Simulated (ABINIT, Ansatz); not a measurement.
# SiC (F-43m): G0W0 with ABINIT, start to end

Wanted: ground state, empty states, screening and self-energy for SiC (F-43m).

Main program and level: ABINIT 10.8.3; PBE and many-body steps on it, plane waves.

**Experimental background.**

- Gap 2.39 eV: band gap at cryogenic temperature; bulk crystal (literature value) (quoted in “Silicon carbide diodes for neutron detection”, 2020, arxiv:2009.14696).

- Gap 2.4 eV: Tauc optical (indirect) gap of annealed polycrystalline 3C-SiC; UV-VIS spectroscopic ellipsometry, Tauc analysis; film (CVD ultrathin polycrystalline film, annealed, about 5 nm grains) (“On-Demand CMOS-Compatible Fabrication of Ultrathin Self-Aligned SiC Nanowire Arrays”, 2018, pmc:6267454).

### Step 1. The structure

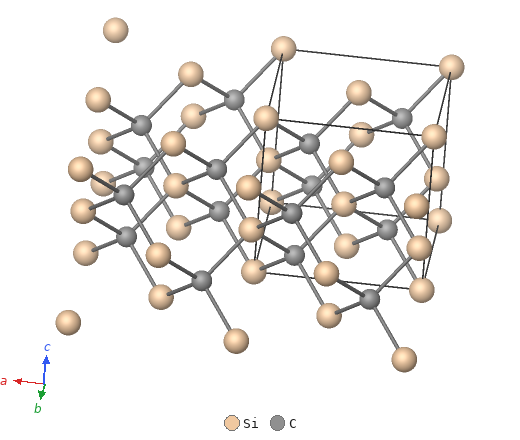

The cell as given, from a free direction (silicon light orange, carbon grey). 2×2×1 cells are drawn. This picture shows the conventional cell, with its axes. Bonds to atoms that aren't drawn are left out. Some periodic images of atoms are drawn too.

The cell and positions come from the Crystallography Open Database and are kept as given unless a step says otherwise.

### Step 2. Ground state

This step: ABINIT 10.8.3; DFT, PBE, plane waves, norm-conserving pseudopotentials.

The ground-state density comes first.

Input file run.abi:

```
acell 3*1.0 Angstrom
rprim 
  -0.000000000000 2.179000000000 2.179000000000
  2.179000000000 0.000000000000 2.179000000000
  2.179000000000 2.179000000000 -0.000000000000
ntypat 2
znucl 14 6
natom 2
typat 1 2
xred 
  0.000000000000 0.000000000000 0.000000000000
  0.250000000000 0.250000000000 0.250000000000
pp_dirpath "pseudos"
pseudos "Si.upf, C.upf"
ecut 37
ngkpt 8 8 8
nshiftk 1
shiftk 0 0 0
kptopt 1
chksymbreak 0
nband 9
occopt 1
tolvrs 1e-10
nstep 60
prtwf 0
optforces 0
optstress 0
indata_prefix "in"
outdata_prefix "out"
tmpdata_prefix "tmp"
```

On the command line:

```console
OMP_NUM_THREADS=1 mpirun -n 8 abinit run.abi > log
```

Numbers of over 12 decimals in the logs are rounded to 6 here.

Log:

```text
.Version 10.8.3 of ABINIT. v10.8.2 released Aug 2026.

 Symmetries : space group F-4 3 m (#216); Bravais cF (face-center cubic)
================================================================================
 Values of the parameters that define the memory need of the present run
     intxc =       0    ionmov =       0      iscf =       7    lmnmax =       6
     lnmax =       6     mgfft =      32  mpssoang =       3    mqgrid =    3001
     natom =       2  nloc_mem =       1    nspden =       1   nspinor =       1
    nsppol =       1      nsym =      24    n1xccc =    2501    ntypat =       2
    occopt =       1   xclevel =       2
-    mband =           9        mffmem =           1         mkmem =           4
       mpw =        1514          nfft =       32768          nkpt =          29
================================================================================
  Rough estimation (10% accuracy) of disk space for files :
================================================================================

--------------------------------------------------------------------------------
------------- Echo of variables that govern the present computation ------------
--------------------------------------------------------------------------------
 -outvars: echo values of preprocessed input variables --------
            acell      1.8897261259E+00  1.8897261259E+00  1.8897261259E+00 Bohr

      chksymbreak           0
             ecut      3.70000000E+01 Hartree
-          fftalg         312

              ixc     -101130
              kpt      0.00000000E+00  0.00000000E+00  0.00000000E+00
                       1.25000000E-01  0.00000000E+00  0.00000000E+00
                       2.50000000E-01  0.00000000E+00  0.00000000E+00
                       3.75000000E-01  0.00000000E+00  0.00000000E+00
                       5.00000000E-01  0.00000000E+00  0.00000000E+00
                       1.25000000E-01  1.25000000E-01  0.00000000E+00
                       2.50000000E-01  1.25000000E-01  0.00000000E+00
                       3.75000000E-01  1.25000000E-01  0.00000000E+00
                       5.00000000E-01  1.25000000E-01  0.00000000E+00
   [... 18 further rows ...]
                      -3.75000000E-01  5.00000000E-01  1.25000000E-01
                      -2.50000000E-01  5.00000000E-01  2.50000000E-01
         kptrlatt        8    0    0      0    8    0      0    0    8
          kptrlen      4.65866071E+01
P           mkmem           4
            natom           2
            nband           9
            ngfft          32      32      32
             nkpt          29
            nstep          60
             nsym          24
           ntypat           2
              occ      2.000000  2.000000  2.000000  2.000000  0.000000  0.000000
[...]
optforces           0
        optstress           0
            prtwf           0
            rprim     -0.0000000000E+00  2.1790000000E+00  2.1790000000E+00
[...]
spgroup         216

           tolvrs      1.00000000E-10

             xred      0.0000000000E+00  0.0000000000E+00  0.0000000000E+00
[...]
znucl       14.00000    6.00000

================================================================================

 chkinp: Checking input parameters for consistency.

================================================================================
== DATASET  1 ==================================================================
-   mpi_nproc: 8, omp_nthreads: 1 (-1 if OMP is not activated)

--- !DatasetInfo
iteration_state: {dtset: 1, }
dimensions: {natom: 2, nkpt: 29, mband: 9, nsppol: 1, nspinor: 1, nspden: 1, mpw: 1514, }
cutoff_energies: {ecut:  37.0, pawecutdg:  -1.0, }
electrons: {nelect:   8.00000000E+00, charge:   0.00000000E+00, occopt:   1.00000000E+00, tsmear:   1.00000000E-02, }

 Real(R)+Recip(G) space primitive vectors, cartesian coordinates (Bohr,Bohr^-1):
 R(1)=  0.0000000  4.1177132  4.1177132  G(1)= -0.1214266  0.1214266  0.1214266
 R(2)=  4.1177132  0.0000000  4.1177132  G(2)=  0.1214266 -0.1214266  0.1214266
 R(3)=  4.1177132  4.1177132  0.0000000  G(3)=  0.1214266  0.1214266 -0.1214266
 Unit cell volume ucvol=  1.3963629E+02 bohr^3
 Angles (23,13,12)=  6.00000000E+01  6.00000000E+01  6.00000000E+01 degrees

 getcut: wavevector=  0.0000  0.0000  0.0000  ngfft=  32  32  32
         ecut(hartree)=     37.000   => boxcut(ratio)=   2.00684

--- Pseudopotential description ------------------------------------------------
- Si Generated using ONCVPSP code by D. R. Hamann
- 14.00000   4.00000  171031                  znucl, zion, pspdat
12 -101130 2 -1 1510                          pspcod,pspxc,lmax,lloc,mmax
     nproj     2     2     2
  pspatm : epsatm=    9.34321561
         --- l  ekb(1:nproj) -->
[...]
pspatm: atomic psp has been read  and splines computed

- C Generated using ONCVPSP code by D. R. Hamann
-  6.00000   4.00000  171031                  znucl, zion, pspdat
12 -101130 1 -1 1248                          pspcod,pspxc,lmax,lloc,mmax
     nproj     2     2     0
  pspatm : epsatm=    4.31346680
         --- l  ekb(1:nproj) -->
[...]
1   -4.199961   -0.877517
 pspatm: atomic psp has been read  and splines computed

   1.09253459E+02                                ecore*ucvol(ha*bohr**3)
--------------------------------------------------------------------------------

_setup2: Arith. and geom. avg. npw (full set) are    1500.803    1500.779

================================================================================

--- !BeginCycle
iteration_state: {dtset: 1, }
solver: {iscf: 7, nstep: 60, nline: 4, wfoptalg: 0, }
tolerances: {tolvrs: 1.00E-10, }

     iter   Etot(hartree)      deltaE(h)  residm     vres2
 ETOT  1  -10.168909568532    -1.017E+01 1.492E-01 3.560E+02
 ETOT  2  -10.231491617092    -6.258E-02 4.611E-03 1.493E+02
 ETOT  3  -10.269767516249    -3.828E-02 1.428E-01 1.358E-01
 ETOT  4  -10.269786963279    -1.945E-05 4.462E-02 3.686E-03
 ETOT  5  -10.269787210627    -2.473E-07 7.191E-05 1.612E-04
 ETOT  6  -10.269787226936    -1.631E-08 1.202E-03 9.974E-07
 ETOT  7  -10.269787227057    -1.216E-10 5.882E-03 9.720E-09
 ETOT  8  -10.269787227058    -9.308E-13 2.099E-03 2.203E-10
 ETOT  9  -10.269787227058    -7.638E-14 3.861E-03 3.480E-12

 At SCF step    9       vres2   =  3.48E-12 < tolvrs=  1.00E-10 =>converged.

--- !ResultsGS
iteration_state: {dtset: 1, }
comment   : Summary of ground state results
lattice_vectors:
- [ -0.0000000,   4.1177132,   4.1177132, ]
- [  4.1177132,   0.0000000,   4.1177132, ]
- [  4.1177132,   4.1177132,  -0.0000000, ]
lattice_lengths: [   5.82333,    5.82333,    5.82333, ]
lattice_angles: [ 60.000,  60.000,  60.000, ] # degrees, (23, 13, 12)
lattice_volume:   1.3963629E+02
convergence: {deltae: -7.638E-14, res2:  3.480E-12, residm:  3.861E-03, diffor:  0.000E+00, }
etotal    :  -1.02697872E+01
entropy   :   0.00000000E+00
fermie    :   2.51183540E-01
cartesian_stress_tensor: null
pressure_GPa: null
xred      :
- [  0.0000E+00,   0.0000E+00,   0.0000E+00, Si]
- [  2.5000E-01,   2.5000E-01,   2.5000E-01,  C]
cartesian_forces: null
force_length_stats: {min: null, max: null, mean: null, }

 Integrated electronic density in atomic spheres:
 ------------------------------------------------
 Atom  Sphere_radius  Integrated_density
    1        2.00000          1.92719290
    2        2.00000          4.23371404
================================================================================

 ----iterations are completed or convergence reached----

 Mean square residual over all n,k,spin=   14.795E-06; max=  38.608E-04
 reduced coordinates (array xred) for    2 atoms
       0.000000000000      0.000000000000      0.000000000000
       0.250000000000      0.250000000000      0.250000000000
 rms dE/dt=  0.0000E+00; max dE/dt=  0.0000E+00; dE/dt below (all hartree)
    1       0.000000000000      0.000000000000      0.000000000000
    2       0.000000000000      0.000000000000      0.000000000000

 cartesian coordinates (angstrom) at end:
    1      0.000000     0.000000     0.000000
    2      1.089500     1.089500     1.089500
 length scales=  1.889726125908  1.889726125908  1.889726125908 bohr
              =  1.000000000000  1.000000000000  1.000000000000 angstroms
 prteigrs : about to open file out_EIG
 Fermi (or HOMO) energy (hartree) =   0.25118   Average Vxc (hartree)=  -0.41495
 Eigenvalues (hartree) for nkpt=  29  k points:
 kpt#   1, nband=  9, wtk=  0.00195, kpt=  0.0000  0.0000  0.0000 (reduced coord)
  -0.31511    0.25118    0.25118    0.25118    0.47989    0.51987    0.51987    0.51987
   0.78510
 prteigrs : prtvol=0 or 1, do not print more k-points.

--- !EnergyTerms
iteration_state     : {dtset: 1, }
comment             : Components of total free energy in Hartree
kinetic             :  5.89032805913900E+00
hartree             :  1.16700143504615E+00
xc                  : -3.77898474893224E+00
Ewald energy        : -1.04656108775139E+01
psp_core            :  7.82414532507906E-01
local_psp           : -4.12559242220302E+00
non_local_psp       :  2.60656794897945E-01
total_energy        : -1.02697872270581E+01
total_energy_eV     : -2.79455146899521E+02
band_energy         :  2.75566795094547E-01

== END DATASET(S) ==============================================================
================================================================================

 -outvars: echo values of variables after computation  --------
           etotal     -1.0269787227E+01
            nband           9
             nkpt          29
          spgroup         216
 [... the other variables as echoed above ...]

 Calculation completed.
```

The job ended after 5.3 s (8 MPI ranks of Intel Xeon at 2.80GHz (Skylake/Cascade Lake), shared host; peak memory 0.42 GiB).

This step gave:

```
total energy               : -279.4551 eV
gap                        : 1.361 eV
k of the valence top       : 0, 0, 0
k of the conduction bottom : 0.5, 0.5, 0
least direct gap           : 4.553 eV
```

The gap is indirect, with the least direct gap 3.19 eV higher.

(Continued in part 2 of 3.)

[Paths, hosts, dates, memory and timing lines, banners, echoed tables and standing remarks are left out of the program output.]

[Logs are printed without paths, hosts, clocks, repeated set-up lines and the standing remarks that a program may print on its own settings, such as how far it seeks lower states.]

[Runs of the session that timed out or met a known fault of the program may be left out.]

[Hosts, paths, dates, database ids (printed as entryN), source tags and the programs' standing remarks are cut or masked in the printed files.]

[G0W0 gaps are taken among the corrected bands and points alone; a level outside them can change the order at an edge.]

[Where Ansatz stands beside ABINIT at settings called matched, ABINIT's density can come from a denser mesh and the files from another edition; pairs whose starting gaps differed by over 0.03 eV were left out, so agreement reads better than it is.]
